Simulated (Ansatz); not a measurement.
# KAl3, from a guessed structure to a relaxed one, part 2 of 2

Starting from a made-up structure for KAl3, the aim is the relaxed cell, its shortest contacts and, where a second run follows, its electronic structure.

Ansatz 0.2.0; DFT, r2SCAN, plane-wave PAW, files of the set soft_1, scalar-relativistic, no spin, cell and ions relaxed at zero pressure; PAW set soft_1 (the session's first sound run).

So far: Starting point; Relaxation of the guess. The relaxed cell has a = 7.723, c = 4.427 Å (conventional setting).

### Step 3. Electronic structure of the relaxed cell

A second self-consistent run takes a narrower smearing and the mesh shown in its input; the bands follow along the standard path of the relaxed lattice.

This step: DFT, r2SCAN, plane-wave PAW, files of the set soft_1, scalar-relativistic, no spin, bands and density of states at the relaxed cell; PAW set soft_1 (Ansatz 0.2.0).

File input.yaml:

```yaml
crystal:
  lattice:
    - [7.7233264849, 0.0, 0.0]
    - [-3.8616632424, 6.6885969376, 0.0]
    - [0.0, 0.0, 4.4270460163]
  atoms:
    - { symbol: K, position: [0.3333333333, 0.6666666667, 0.75] }
    - { symbol: K, position: [0.6666666667, 0.3333333333, 0.25] }
    - { symbol: Al, position: [0.1203671302, 0.8796328698, 0.25] }
    - { symbol: Al, position: [0.8796328698, 0.7592657397, 0.75] }
    - { symbol: Al, position: [0.2407342603, 0.1203671302, 0.75] }
    - { symbol: Al, position: [0.8796328698, 0.1203671302, 0.75] }
    - { symbol: Al, position: [0.1203671302, 0.2407342603, 0.25] }
    - { symbol: Al, position: [0.7592657397, 0.8796328698, 0.25] }
kpoints:
  mp_grid: { grid: [6, 6, 8] }
  band_path:
    path:
      - [[0.0, 0.0, 0.0], [0.5, 0.0, 0.0], [0.33333333, 0.33333333, 0.0], [0.0, 0.0, 0.0], [0.0, 0.0, 0.5], [0.5, 0.0, 0.5], [0.33333333, 0.33333333, 0.5], [0.0, 0.0, 0.5]]
      - [[0.5, 0.0, 0.5], [0.5, 0.0, 0.0]]
      - [[0.33333333, 0.33333333, 0.0], [0.33333333, 0.33333333, 0.5]]
    npoints: 8
scf:
  occupations: { method: fermi_dirac, width: 0.03 }
  n_extra_bands: 12
hamiltonian:
  xc: r2scan
  pseudopotentials: { kind: paw, azcp: { folder: soft_1 } }
output:
  forces: true
  stress: true
  write_bands: true
  dos: { projected: true }
  write_density: true
  write_potential: true
  elf: true
  volumetric_format: npy
```

On the command line:

```
$ ansatz run input.yaml --threads 4 --pin off --max-ram 10240MiB --backend cpu --events-out ev --progress --plain --runs-dir out
```

Numbers of over 12 decimals in the logs are rounded to 6 here.

The log of the run:

```text
[...]
Crystal: 8 atoms, lattice volume = 228.693 Å³
Basis set: ecut = 500 eV, 5795 PW (Γ), exchange–correlation on 240×240×144 points (64 copies of the dense FFT grid, shifted against one another)
Bands: 30, of which v1, the nominal top of the filled ones, is band 18 counted from 1 (17 counted from 0)
Symmetry: 24 space group operations
[...]
k-points: 35 of 288
[...]
SCF iter   1: F=—  HF=-6325.985362 eV  |F-HF|=—  |Δ(HF+E_count)|=         —  Δρ=1.73e-2  dr2=1.82e0  dr2_τ=2.51e-2  ethr=3.10e-3  ⟨swp⟩=7.6  Hψ=5836  notcnv=0  defer=20
[...]
SCF iter   9: F=-6325.796391 eV  HF=-6325.796391 eV  |F-HF|=6.52e-9  |Δ(HF+E_count)|=   1.37e-8  Δρ=2.15e-6  dr2=2.22e-8  dr2_τ=8.78e-10  ethr=2.78e-10  ⟨swp⟩=16.0  Hψ=7650  notcnv=0
SCF 1 converged in 9 iterations: F = -6325.796391 eV  dr2 = 2.22e-8
[...]
NSCF: frozen V_eff on 75 k-points
SCF converged after 9 iterations
Free energy (F): -6325.796391 eV
[...]
Internal energy: -6325.775384 eV  (E = F + TS)
E sigma→0 (E₀):  -6325.785888 eV
Entropy (-TS):   -0.021007 eV (-2.626 meV/atom)
Fermi energy:    4.108946 eV
[...]
--- Forces (eV/Å), atoms counted from 1 ---
  atom   1  K     -0.00000000    -0.00000000     0.00000000
  atom   2  K      0.00000000     0.00000000     0.00000000
  atom   3  Al    -0.10963864     0.06329990     0.00000000
  atom   4  Al     0.00000000     0.12659980     0.00000000
  atom   5  Al    -0.10963864    -0.06329990     0.00000000
  atom   6  Al     0.10963864    -0.06329990     0.00000000
  atom   7  Al    -0.00000000    -0.12659980     0.00000000
  atom   8  Al     0.10963864     0.06329990     0.00000000
  max |Σ_I F_I| component: 1.39e-17 eV/Å
--- Stress (GPa, compression-positive) ---
       -0.653478       0.000000       0.000000
        0.000000      -0.653478       0.000000
        0.000000       0.000000       1.857422
  P = ⅓ Tr σ = 0.1835 GPa (1.835 kbar)
--- Band table (eV; the first three rows and the last of 35) ---
  k-point 0: bands = [... 14 lower, 1.4189, 2.5537, 3.8312, 4.5208, 4.5208, 5.9800, 6.1417, 6.1417, ... 8 higher]
  k-point 1: bands = [... 14 lower, 1.3877, 3.4731, 3.4731, 3.6943, 4.2244, 5.7745, 5.7745, 6.0963, ... 8 higher]
  k-point 2: bands = [... 14 lower, 1.6522, 2.1044, 2.1044, 3.8772, 4.8410, 4.8410, 6.0352, 6.4452, ... 8 higher]
  k-point 34: bands = [... 14 lower, 2.9565, 2.9565, 3.3956, 3.3956, 3.5232, 3.5232, 6.2929, 6.2929, ... 8 higher]
```

It took 29 s on 4 threads of Arm Neoverse N1, shared host; peak memory 1.1 GiB; 1.9 min of CPU time.

Numbers from this step:

```yaml
free_energy: -6325.7964 eV
energy_at_zero_smearing: -6325.7859 eV
smearing_term_ts: 0.02101 eV
fermi_energy: 4.109 eV
pressure: 0.1835 GPa
```

From bands.tsv, the bands that come nearest the Fermi level along the path, at its corners, in eV from the Fermi level:

| point | band 15 | band 16 | band 17 | band 18 | band 19 | band 20 | band 21 | band 22 |
| --- | --- | --- | --- | --- | --- | --- | --- | --- |
| Γ | -2.69 | -1.56 | -0.28 | 0.41 | 0.41 | 1.87 | 2.03 | 2.03 |
| M | -2.02 | -1.42 | -0.26 | 0.21 | 0.32 | 0.34 | 1.03 | 1.27 |
| K | -2.09 | -1.40 | 0.32 | 0.32 | 0.38 | 0.44 | 0.44 | 1.30 |
| Γ | -2.69 | -1.56 | -0.28 | 0.41 | 0.41 | 1.87 | 2.03 | 2.03 |
| A | -1.35 | -1.35 | -1.17 | -1.17 | -1.17 | -1.17 | 2.73 | 2.73 |
| L | -1.38 | -1.38 | -0.70 | -0.70 | -0.45 | -0.45 | 2.05 | 2.05 |
| H | -1.15 | -1.15 | -0.71 | -0.71 | -0.59 | -0.59 | 2.18 | 2.18 |
| A | -1.35 | -1.35 | -1.17 | -1.17 | -1.17 | -1.17 | 2.73 | 2.73 |
| L | -1.38 | -1.38 | -0.70 | -0.70 | -0.45 | -0.45 | 2.05 | 2.05 |
| M | -2.02 | -1.42 | -0.26 | 0.21 | 0.32 | 0.34 | 1.03 | 1.27 |
| K | -2.09 | -1.40 | 0.32 | 0.32 | 0.38 | 0.44 | 0.44 | 1.30 |
| H | -1.15 | -1.15 | -0.71 | -0.71 | -0.59 | -0.59 | 2.18 | 2.18 |

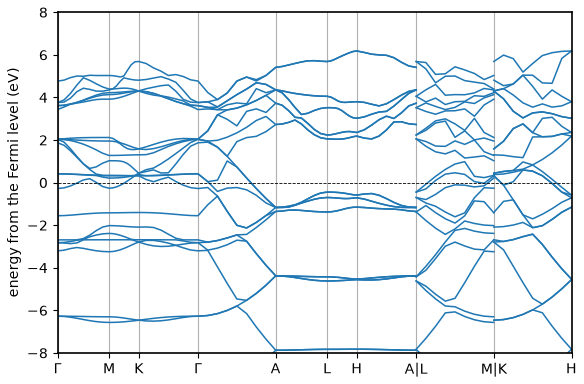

Bands along the path. 8 bands lie wholly below the window drawn.

States per cell as run, both spins, in windows of 1 eV, from dos.tsv (zero at the Fermi level):

```
from  to  total
  -8  -7   0.48
  -7  -6   2.34
  -6  -5   1.83
  -5  -4   1.36
  -4  -3   1.59
  -3  -2   4.02
  -2  -1   3.49
  -1   0   3.05
   0   1   4.13
   1   2   2.79
   2   3   4.27
```

Below -8 eV lie 17.9 more states.

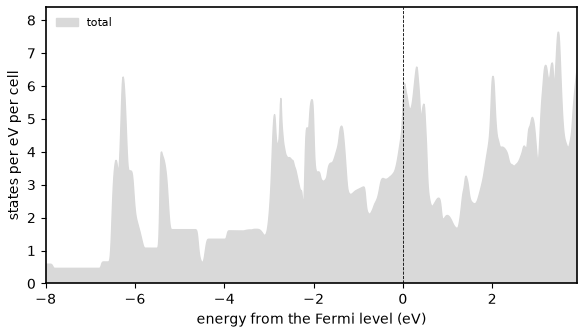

Total density of states, smoothed over about 0.04 eV.

Force by atom:

```csv
atom,x (eV/Å),y (eV/Å),z (eV/Å),size
K1,0.000,0.000,0.000,0.000
K2,0.000,0.000,0.000,0.000
Al3,-0.110,0.063,0.000,0.127
Al4,0.000,0.127,0.000,0.127
Al5,-0.110,-0.063,0.000,0.127
Al6,0.110,-0.063,0.000,0.127
Al7,0.000,-0.127,0.000,0.127
Al8,0.110,0.063,0.000,0.127
```

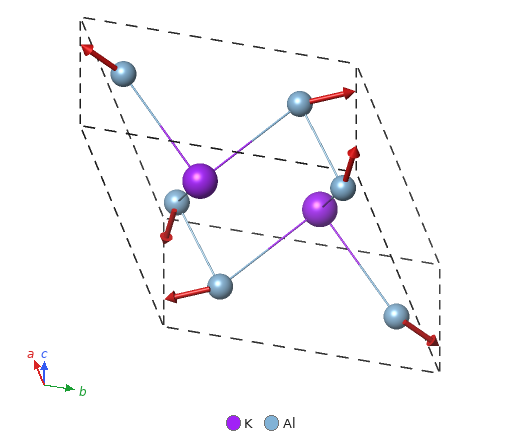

Force as arrows, the longest 0.127 eV/Å.

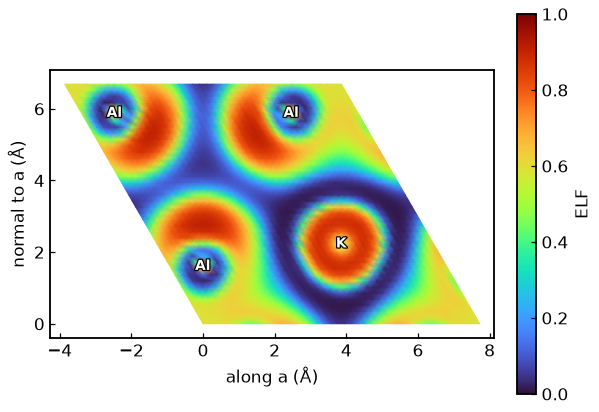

ELF in the ab plane at fractional z = 0.250, with atoms of K and Al within 0.2 Å of it. It is the smooth field of the valence electrons, not physical close to the nuclei.

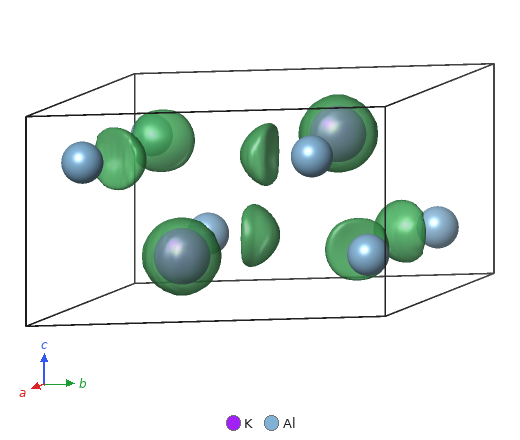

Surface of ELF = 0.85.

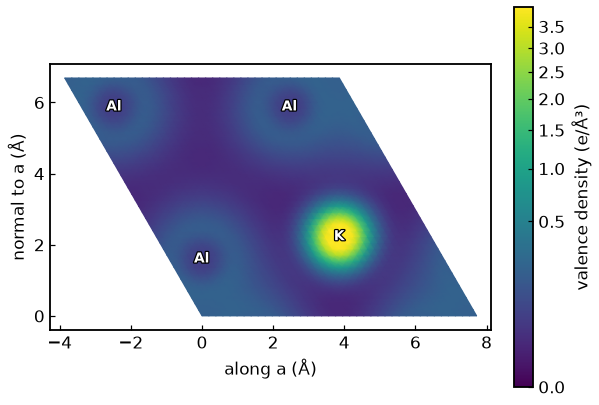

Valence density in the ab plane at fractional z = 0.250, with atoms of K and Al within 0.2 Å of it. It is the smooth field of the valence electrons, not physical close to the nuclei. The colour scale is stretched toward low values.

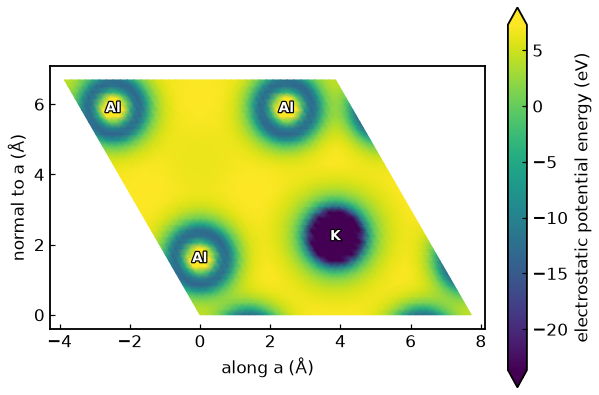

Electrostatic potential energy in the ab plane at fractional z = 0.250, with atoms of K and Al within 0.2 Å of it. With pseudopotentials it is smooth inside the atoms' cores, unlike the true potential.

### Step 4. Results

```json
{"space group, relaxed": "P6_3/mmc", "conventional cell": "a = 7.723, b = 7.723, c = 4.427 Å; α = 90.0°, β = 90.0°, γ = 120.0°", "volume per atom": "28.59 Å³ (guess 24.04)"}
```

In words: KAl3 relaxes to P6_3/mmc with a = 7.723, b = 7.723 and c = 4.427 Å. The guessed volume was 16 % too small. The space group P6_3/mmc was held in the relaxation, so the end point is a stationary structure within it and may be a saddle against distortions or other arrangements. Bands cross the Fermi level, so it is a metal or semimetal at this level. On the 6×6×8 mesh with the narrower smearing (relaxed on 5×5×5) the largest force component is 0.127 eV/Å and the largest stress component is 1.857 GPa, against the relaxation's thresholds of 0.015 eV/Å and 0.05 GPa. The cutoff wasn't tested. A vector of the cell changed its length by 19 %, more than the volume shows. No dispersion term is used, so weakly bound directions may come out too long. Nothing here tests whether the compound is stable against decomposition.

[Logs are printed without paths, hosts, clocks, repeated set-up lines and the standing remarks that a program may print on its own settings, such as how far it seeks lower states.]

[Hosts, paths, dates, database ids (printed as entryN), source tags and the programs' standing remarks are cut or masked in the printed files.]
